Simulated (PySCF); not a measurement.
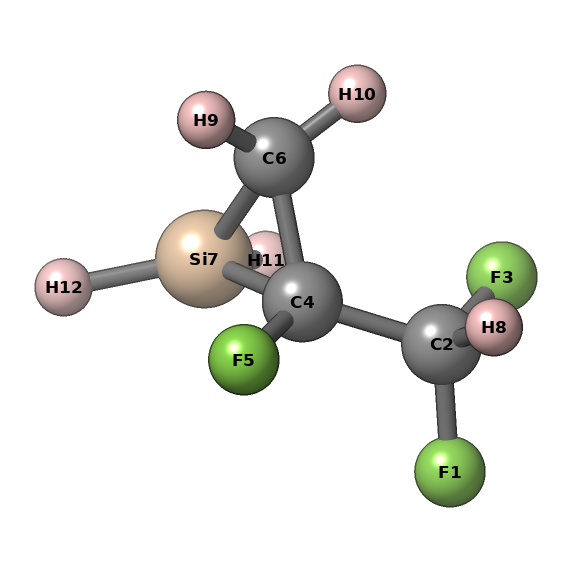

Depth is shown by fading: the farther an atom, the more it takes the colour of the background. The geometry was computed by an optimisation with PBE0-D3(BJ)/def2-SVP. No frequency run is at hand to confirm it as a minimum.

**Find the stereocentres and stereogenic double bonds.**

Centres: C4.

**Give the R/S and E/Z labels.**

C4: S (priorities Si7 > F5 > C6 > C2).
